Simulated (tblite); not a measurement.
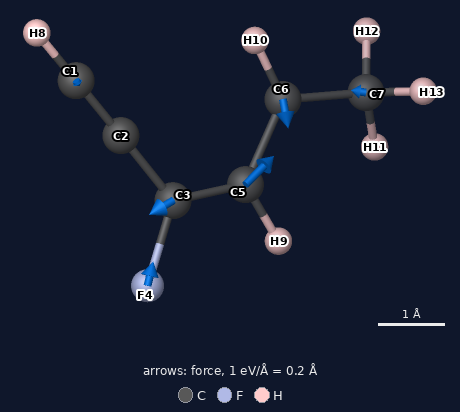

Starting geometry of C6H6F (charge +1) with the computed forces as blue arrows. The picture is a ball-and-stick view, seen at a tilt.

The calculation used GFN2-xTB geometry optimisation, gas phase (tblite). 

Question: Is this structure relaxed? If not, where do the atoms go?

Answer: It isn't relaxed: the largest force vector, on C5, is 3.41 eV/Å. The final displacements have little in common with the starting forces (cosine between the two patterns 0.15). H13 moves most after the best rigid fit: 0.47 Å. By element the largest moves are H 0.47 Å, F 0.21 Å, C 0.13 Å. Some distances before and after: C5–C6 1.445 → 1.375 Å, C3–F4 1.358 → 1.303 Å, C3–C5 1.351 → 1.391 Å, C6–C7 1.483 → 1.444 Å. Among the angles between lasting bonds that change: H12–C7–H13 107.6° → 102.7°, C5–C6–C7 120.4° → 124.0°, C6–C5–H9 116.7° → 120.2°. Groups turn about C6–C7 by about 25°. After 80 geometry steps the energy has fallen by 6.59 kcal/mol.
